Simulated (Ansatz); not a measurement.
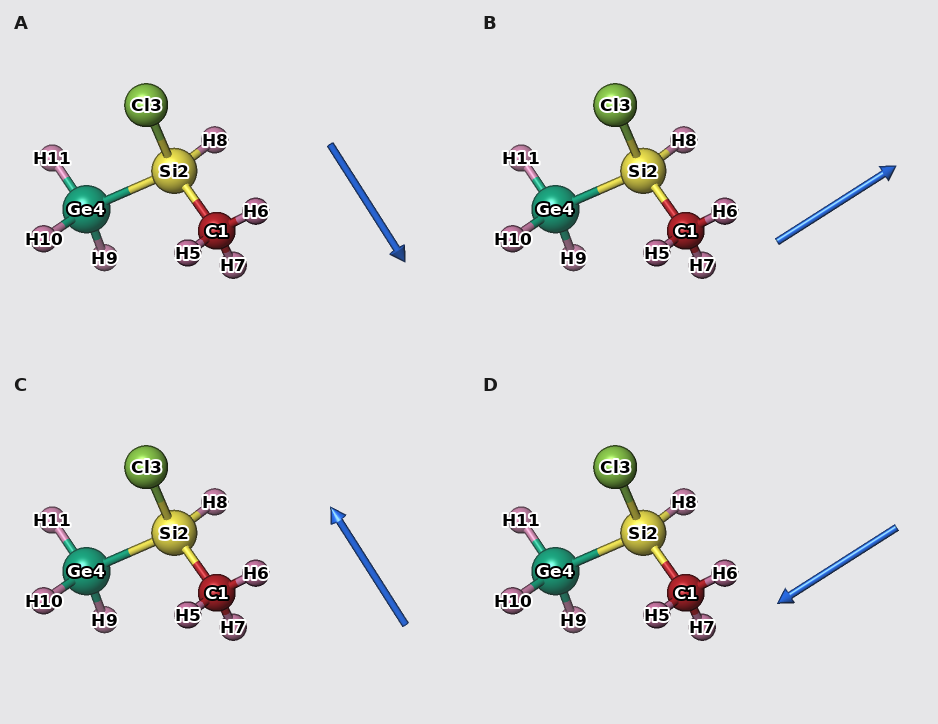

The same molecule four times, each with an arrow. The geometry was computed by an optimisation with PBE0-D4/def2-TZVP. Level of theory: RKS PBE-D4/def2-TZVPP (Ansatz 0.2.0).

> Which arrow points along the dipole moment, from the negative to the positive end?

A. The dipole moment is 1.69 D; it points from the side of Cl3 to the side of H7 (the outermost atoms at the two ends).
